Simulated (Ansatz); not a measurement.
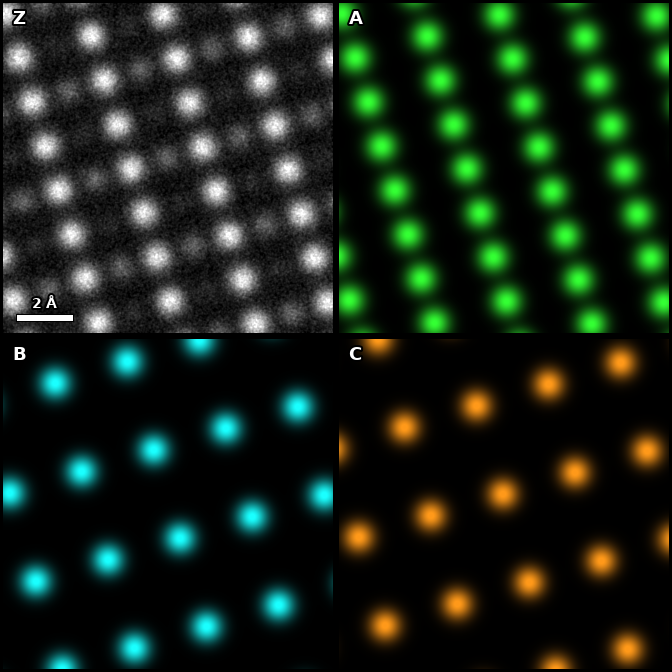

Ga2PN (P4/mmm, No. 123) along [101]. Panel Z: Simulation: incoherent imaging, intensity Z^1.7 per atom, probe width 0.72 Å, thin sample. The probe carries 25 % of its weight in a tail 2.5 times as wide. The display is stretched by a gamma of 0.8; percentages refer to the linear signal. Shot noise was added. The other panels are simulated element maps (the number of atoms of one element along the beam, blurred by 0.9 Å; each on its own scale, no channelling). Structure used: the geometry given to an electronic-structure calculation, possibly off equilibrium; the starting structure was generated, so it need not be a known form of this composition.

```xyz
4
Lattice="3.3521 0.0000 0.0000 0.0000 3.3521 0.0000 0.0000 0.0000 4.7327" Properties=species:S:1:pos:R:3 pbc="T T T"
N     0.0000    0.0000    0.0000
Ga    0.0000    0.0000    2.3663
P     1.6760    1.6760    2.3663
Ga    1.6760    1.6760    0.0000
```

**Which element does each lettered map show?**

A: Ga, B: N, C: P. The projected cell (2.74 × 3.35 Å, 90°) holds 4 columns: 2 of Ga, 1 of N and 1 of P. No column is shared by two of the mapped elements.
